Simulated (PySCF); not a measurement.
# Excited-state calculation, with input and output: C6H6FNO

The run: excited-state calculation of C6H6FNO, SMILES O=CNC1=CCC(F)=C1. Method and program: TDDFT PBE0/def2-SVPD, vertical, gas phase, core orbitals frozen in the response (PySCF 2.14.0).

The geometry comes from this level: GFN2-xTB.

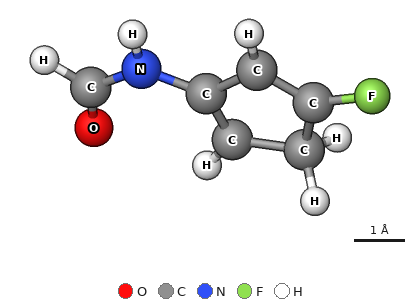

Figure 1. The structure as given in the input (ball-and-stick view, seen at a tilt).

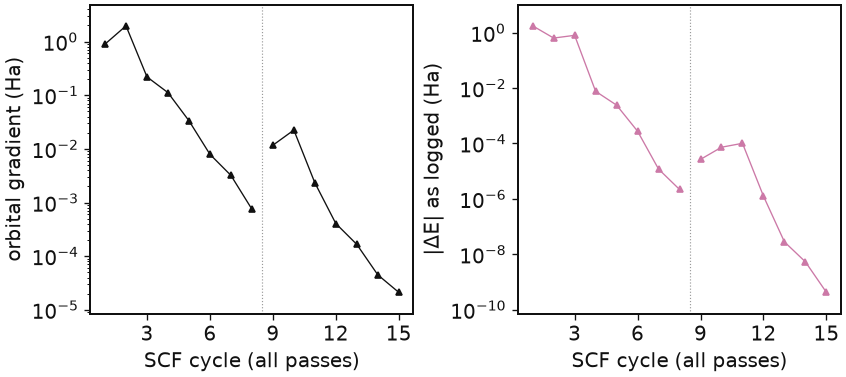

Figure 2. Convergence of the self-consistent field: orbital gradient and size of the energy change against the SCF cycle. The dotted line marks the change from a coarse to the final integration grid. The first 8 cycles use a coarse grid, the final grid takes over at cycle 9, and the field converges after 15 cycles in all.

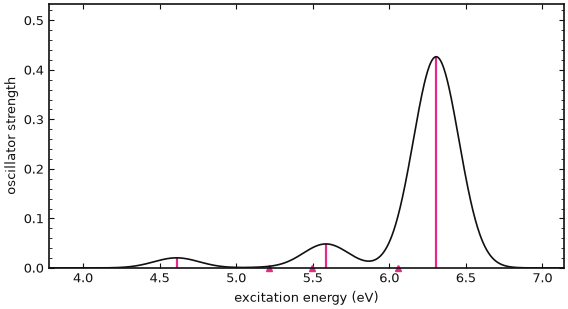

Figure 3. Computed excitations as sticks (degenerate states added up, dark ones marked on the axis), with a Gaussian envelope of 0.35 eV full width at half maximum, scaled to the tallest. Of the 6 states the lowest lies at 4.61 eV (f = 0.020); the strongest line is at 6.31 eV, or 197 nm (f = 0.427).

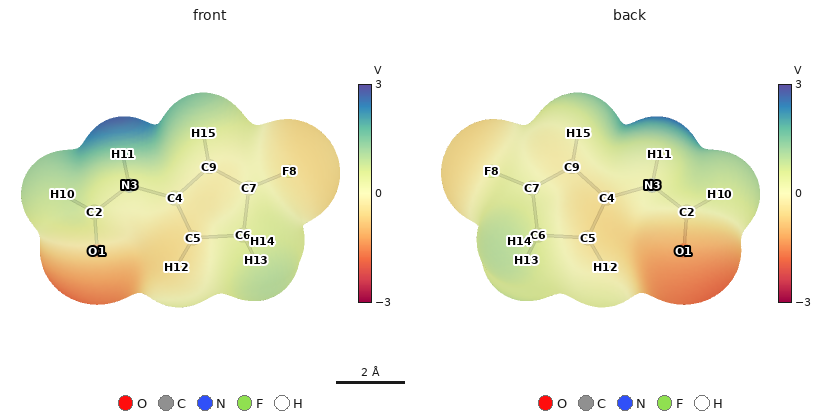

Figure 4. The molecular electrostatic potential painted on the density surface at 0.002 e/bohr³, seen at a tilt and from behind; the colour scale runs from red (negative) to blue (positive). A positive charge is drawn to the negative regions and a negative charge to the positive ones. Its dipole moment is 2.68 D.

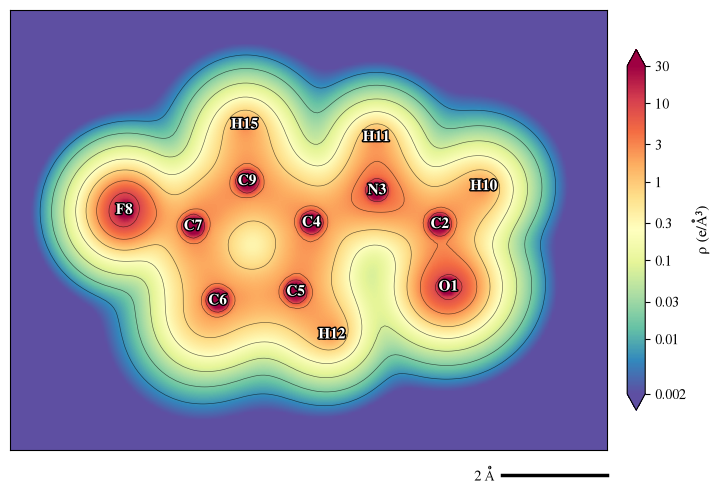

Figure 5. Total electron density on the plane of atoms C6, C7 and C9. C–O (1.20 Å): ρ at the midpoint is about 3.4 e/Å³. C–F (1.34 Å): ρ is about 2.3 e/Å³ halfway. N–H (1.01 Å): ρ is about 2.9 e/Å³ halfway, with its minimum of 2.3 e/Å³ about 0.8 Å from N.

These pictures come from the run below.

Input:
```
{"job": {"kind": "uv", "xc": "PBE0", "basis": "def2-SVPD", "nstates": 6, "ntriplets": 2}, "charge": 0, "multiplicity": 1}
O     -2.737022    -1.172056     0.303782
C     -2.684641     0.021683     0.171305
N     -1.557056     0.767867     0.072247
C     -0.254990     0.274775     0.108908
C      0.164630    -0.998204     0.244001
C      1.658426    -1.028516     0.226717
C      1.988968     0.414648     0.061784
F      3.257244     0.836974    -0.002553
C      0.886862     1.168466    -0.006779
H     -3.588932     0.657748     0.113763
H     -1.643540     1.767673    -0.036480
H     -0.450186    -1.868966     0.348653
H      2.075541    -1.437163     1.149596
H      2.052095    -1.630956    -0.594735
H      0.828188     2.234019    -0.124569
```

The first line tells a small driver script what to run in PySCF; the rest is the geometry in Å.

Run as:
```bash
OMP_NUM_THREADS=1 python <driver script> task.json out
```

The program's output:
```
coarse grid: 13472 points
cycle   1  E = -460.9820947517  dE =  1.767e+00  |g| = 8.964e-01  |ddm| = 7.258e+00
cycle   2  E = -460.3420513423  dE =  6.400e-01  |g| = 1.963e+00  |ddm| = 5.655e+00
cycle   3  E = -461.1442753703  dE = -8.022e-01  |g| = 2.194e-01  |ddm| = 4.722e+00
cycle   4  E = -461.1519225238  dE = -7.647e-03  |g| = 1.116e-01  |ddm| = 4.490e-01
cycle   5  E = -461.1543385584  dE = -2.416e-03  |g| = 3.343e-02  |ddm| = 2.204e-01
cycle   6  E = -461.1546151637  dE = -2.766e-04  |g| = 7.918e-03  |ddm| = 8.918e-02
cycle   7  E = -461.1546270338  dE = -1.187e-05  |g| = 3.204e-03  |ddm| = 1.668e-02
cycle   8  E = -461.1546292173  dE = -2.183e-06  |g| = 7.512e-04  |ddm| = 6.838e-03
final grid: 133288 points
cycle   9  E = -461.2209837378  dE = -2.662e-05  |g| = 1.168e-02  |ddm| = 1.722e-01
cycle  10  E = -461.2209106574  dE =  7.308e-05  |g| = 2.241e-02  |ddm| = 4.580e-02
cycle  11  E = -461.2210119881  dE = -1.013e-04  |g| = 2.333e-03  |ddm| = 2.948e-02
cycle  12  E = -461.2210132442  dE = -1.256e-06  |g| = 4.056e-04  |ddm| = 4.983e-03
cycle  13  E = -461.2210132721  dE = -2.791e-08  |g| = 1.657e-04  |ddm| = 9.000e-04
cycle  14  E = -461.2210132774  dE = -5.301e-09  |g| = 4.488e-05  |ddm| = 3.972e-04
cycle  15  E = -461.2210132778  dE = -4.204e-10  |g| = 2.116e-05  |ddm| = 1.319e-04
converged SCF energy = -461.2210132778

Static polarisability (au): isotropic 80.127, principal 50.419 83.424 106.538

Singlet excitations
state   eV       nm        f      main configurations
  1   4.6109    268.9   0.02036   H->L 0.98
  2   5.2157    237.7   0.00106   H-1->L 0.76, H-1->L+2 0.22
  3   5.4980    225.5   0.00076   H->L+1 0.98
  4   5.5881    221.9   0.04777   H->L+2 0.88, H-2->L 0.11
  5   6.0539    204.8   0.00003   H->L+3 0.97
  6   6.3064    196.6   0.42660   H-2->L 0.82, H->L+2 0.09

Triplet excitations (Tamm-Dancoff, eV): 2.8965 4.3984
```

Summary:

- outcome: converged
- total energy: −461.221013 hartree
- HOMO: −6.25 eV
- LUMO: −0.92 eV
- dipole moment: 2.68 D
- mean polarisability: 80.13 a.u.
- lowest singlet excitation: 4.61 eV
- hardware: 1 CPU thread, shared host
- wall time: 88 s
- peak memory: 0.94 GiB
